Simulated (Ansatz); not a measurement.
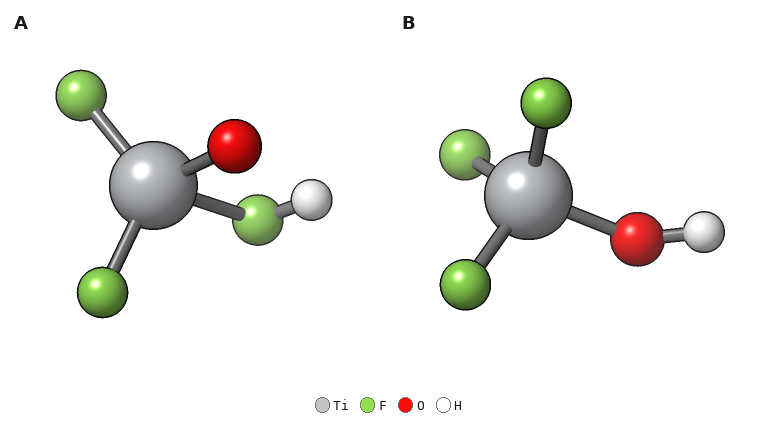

2 stationary structures of one formula. Charge 0, singlet. Geometries: PBE0-D4/def2-TZVP. Electronic energies: RHF-CCSD(T) (frozen core)/def2-TZVPP (Ansatz 0.2.0), without zero-point energy.

Rank them by energy, lowest first.

B is lowest (Cs, a saddle point of order 1); A lies 39.6 kcal/mol above it (Cs, a minimum).
